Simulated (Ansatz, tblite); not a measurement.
# Sn(NH2)H3 (SnNH₅): spin-state energies by level

Aim: set other spin states of Sn(NH2)H3 (SnNH₅) against its singlet, on many levels of theory.

Program: Ansatz 0.2.0, Gaussian basis. Level of theory: as each input shows. These are calculated values, not measurements.

Levels to be run: triplet, at the geometry of the singlet (GFN1-xTB, GFN2-xTB, PBE0-D4/def2-TZVP, PBE-D4/def2-TZVP, r2SCAN-D4/def2-TZVP); the singlet's energies come from earlier runs.

2 further runs of the same task are left out: 2 set aside as unsound or not needed. Runs told in other sessions of the task aren't counted.

## 1. The structure

The geometry is that of the singlet, from an earlier relaxation (r2SCAN-D4/def2-TZVP).

7 atoms, charge 0, spin multiplicity 1.

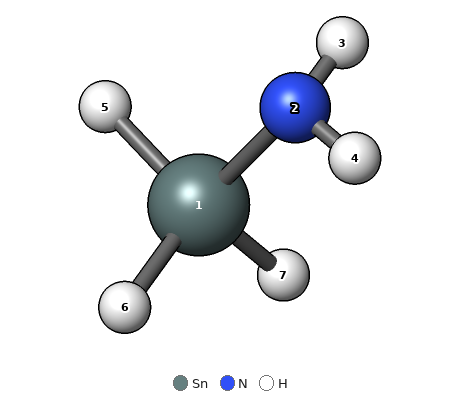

The geometry (tin teal, nitrogen blue, hydrogen white); atoms are numbered from 1 in the order of the file.

Sn takes a core potential in the def2 sets. No spin-orbit coupling is included.

## 2. Triplet at the fixed geometry, GFN1-xTB

Tight binding, by tblite at 300 K electronic temperature and without a spin-polarisation term:

```python
tblite.interface.Calculator('GFN1-xTB', numbers, positions, charge=0, uhf=2).singlepoint()
```

Energy -221.4715 eV; 0.002 s.

## 3. Triplet at the fixed geometry, GFN2-xTB

Tight binding, by tblite at 300 K electronic temperature and without a spin-polarisation term:

```python
tblite.interface.Calculator('GFN2-xTB', numbers, positions, charge=0, uhf=2).singlepoint()
```

Energy -198.6252 eV; 0.002 s.

## 4. Triplet at the fixed geometry, PBE0-D4/def2-TZVP

The input, in.yaml:

```yaml
crystal:
  periodic: [false, false, false]
  atoms:
    - {symbol: Sn, position_ang: [0.010483, 0.020737, -0.763793]}
    - {symbol: N, position_ang: [0.138409, 0.253356, 1.259891]}
    - {symbol: H, position_ang: [0.651137, -0.505930, 1.696734]}
    - {symbol: H, position_ang: [-0.776510, 0.271338, 1.699122]}
    - {symbol: H, position_ang: [1.619985, 0.003911, -1.322060]}
    - {symbol: H, position_ang: [-0.853301, 1.377453, -1.325724]}
    - {symbol: H, position_ang: [-0.790203, -1.420865, -1.244171]}
basis:
  gaussian: {orbitals: def2-TZVP}
magnetization: {spin_polarized: true, initial_magnetization: 2}
hamiltonian: {xc: pbe0, dispersion: d4}
scf: {omitted_lower_state_checks: [starts]}
output: {orbitals: {seedname: orbitals}}
```

The run is started by

```bash
ansatz run in.yaml --threads 4 --pin off --events-out ev --progress --plain --max-ram 3916MiB
```

The program printed:

```text
Functional definition: PBE0
  name "PBE0"
  cite "Adamo & Barone, J. Chem. Phys. 110, 6158 (1999) doi:10.1063/1.478522"
  cite "Perdew, Burke & Ernzerhof, Phys. Rev. Lett. 77, 3865 (1996) doi:10.1103/PhysRevLett.77.3865"
  parent pbe
  parameter a = 0.25
  parameter kappa = 0.804
  parameter beta = 0.06672455060314922
  exchange = (1 - a)*pbe_x(kappa = kappa, mu = beta*pi^2/3) + a*exact_x
  correlation = pbe_c(beta = beta)
these checks for a lower state are left out or cut short: starts
836 factors; their error is unknown
mean field evaluation 1: about -7385.9683 eV, gradient 4.6e1 eV
mean field evaluation 2: about -7334.7512 eV, gradient 9.6e1 eV
mean field evaluation 4: about -7395.1533 eV, gradient 1.3e1 eV
mean field evaluation 8: about -7396.1879 eV, gradient 3.9e-1 eV
mean field evaluation 16: about -7396.2658 eV, gradient 3.4e-3 eV
mean field -7396.26576633 eV, -271.8077535436 hartree, gradient 1.3e-5 eV, S^2 2.006488; 0 other end points of the search recorded, 0 dependent functions left out
reference -7396.26580992 eV, -271.8077551455 hartree; 18, 16 occupied and 93, 95 virtual orbitals, 836 factors
Total energy: -7396.34630921 eV, -271.8107134400 hartree
Checks for a lower state left out: starts
```

Wall time 1.1 s (4 threads of Arm Neoverse V2, shared host).

HOMO -2.69 eV, LUMO -5.66 eV (over both spins; with the spin held, an empty level of the minority spin lies below the top filled one); ⟨S²⟩ 2.006 (pure: 2.00).

## 5. Triplet at the fixed geometry, PBE-D4/def2-TZVP

start.molden holds the orbitals of an earlier run on this state, given as this run's starting guess.

in.yaml: that of step 4 with these lines changed.

```diff
@@ -11,5 +11,5 @@
 basis:
-  gaussian: {orbitals: def2-TZVP}
+  gaussian: {orbitals: def2-TZVP, initial_orbitals: start.molden}
 magnetization: {spin_polarized: true, initial_magnetization: 2}
-hamiltonian: {xc: pbe0, dispersion: d4}
+hamiltonian: {xc: pbe, dispersion: d4}
 scf: {omitted_lower_state_checks: [starts]}
```

The command is unchanged.

The program printed:

```text
Functional definition: PBE
  name "PBE"
  cite "Perdew, Burke & Ernzerhof, Phys. Rev. Lett. 77, 3865 (1996) doi:10.1103/PhysRevLett.77.3865"
  parent pbe
  parameter kappa = 0.804
  parameter beta = 0.06672455060314922
  exchange = pbe_x(kappa = kappa, mu = beta*pi^2/3)
  correlation = pbe_c(beta = beta)
these checks for a lower state are left out or cut short: starts
763 factors; their error is unknown
mean field evaluation 1: about -7395.8236 eV, gradient 4.4e0 eV
mean field evaluation 2: about -7395.9360 eV, gradient 5.2e-1 eV
mean field evaluation 4: about -7395.9275 eV, gradient 1.9e-1 eV
mean field evaluation 8: about -7395.9276 eV, gradient 1.4e-5 eV
mean field -7395.92762167 eV, -271.7953269567 hartree, gradient 1.4e-5 eV, S^2 2.004614; 0 other end points of the search recorded, 0 dependent functions left out
reference -7395.92767965 eV, -271.7953290874 hartree; 18, 16 occupied and 93, 95 virtual orbitals, 763 factors
Total energy: -7396.02401975 eV, -271.7988695208 hartree
Checks for a lower state left out: starts
```

Wall time 0.85 s (4 threads of Arm Neoverse V2, shared host).

Report: HOMO -2.03 eV, LUMO -6.88 eV (over both spins; with the spin held, an empty level of the minority spin lies below the top filled one); ⟨S²⟩ 2.005 (pure: 2.00).

## 6. Triplet at the fixed geometry, r2SCAN-D4/def2-TZVP

in.yaml: that of step 5 with these lines changed.

```diff
@@ -13,3 +13,3 @@
 magnetization: {spin_polarized: true, initial_magnetization: 2}
-hamiltonian: {xc: pbe, dispersion: d4}
+hamiltonian: {xc: r2scan, dispersion: d4}
 scf: {omitted_lower_state_checks: [starts]}
```

The command is unchanged.

The program printed:

```text
Functional definition: r2SCAN
  name "r2SCAN"
  cite "Furness, Kaplan, Ning, Perdew & Sun, J. Phys. Chem. Lett. 11, 8208 (2020) doi:10.1021/acs.jpclett.0c02405"
  cite "Furness, Kaplan, Ning, Perdew & Sun, J. Phys. Chem. Lett. 11, 9248 (2020) doi:10.1021/acs.jpclett.0c03077"
  parent r2scan
  parameter k0 = 0.174
  parameter k1 = 0.065
  parameter a1 = 4.9479
  exchange = r2scan_x(k0 = k0, k1 = k1, a1 = a1)
  correlation = r2scan_c
these checks for a lower state are left out or cut short: starts
763 factors; their error is unknown
mean field evaluation 1: about -7399.3103 eV, gradient 3.3e0 eV
mean field evaluation 2: about -7399.3471 eV, gradient 5.5e-2 eV
mean field evaluation 4: about -7399.3358 eV, gradient 1.9e-3 eV
mean field -7399.33576994 eV, -271.9205740954 hartree, gradient 5.0e-5 eV, S^2 2.008958; 0 other end points of the search recorded, 0 dependent functions left out
reference -7399.33579265 eV, -271.9205749299 hartree; 18, 16 occupied and 93, 95 virtual orbitals, 763 factors
Total energy: -7399.35765539 eV, -271.9213783707 hartree
Checks for a lower state left out: starts
```

It took 2 s on 4 threads of Arm Neoverse V2, shared host.

Report: HOMO -2.23 eV, LUMO -6.40 eV (over both spins; with the spin held, an empty level of the minority spin lies below the top filled one); ⟨S²⟩ 2.009 (pure: 2.00).

## 7. Triplet less singlet, vertical

The singlet's energies are those of its earlier runs, whose logs aren't repeated here.

```
              level  triplet less singlet, vertical (kcal/mol)     time
           GFN1-xTB                                     +140.5  0.004 s
           GFN2-xTB                                     +140.1  0.004 s
   PBE-D4/def2-TZVP                                     +114.0    1.4 s
r2SCAN-D4/def2-TZVP                                     +115.3      3 s
  PBE0-D4/def2-TZVP                                     +117.3    1.9 s
```

Times add the two runs; a level without a time comes out of a correlated run. Tight binding without a spin term can't rank spin states.

## 8. Results

```
                                                quantity                                         value
triplet less singlet, vertical, functionals in def2-TZVP  +114.0 (PBE-D4) to +117.3 kcal/mol (PBE0-D4)
```

In words: All functionals put the triplet above the singlet, over a spread of 3.3 kcal/mol. The checks for a lower triplet were left out, so another state of that spin may lie lower. These are electronic energies, without zero-point motion, entropy or surroundings.
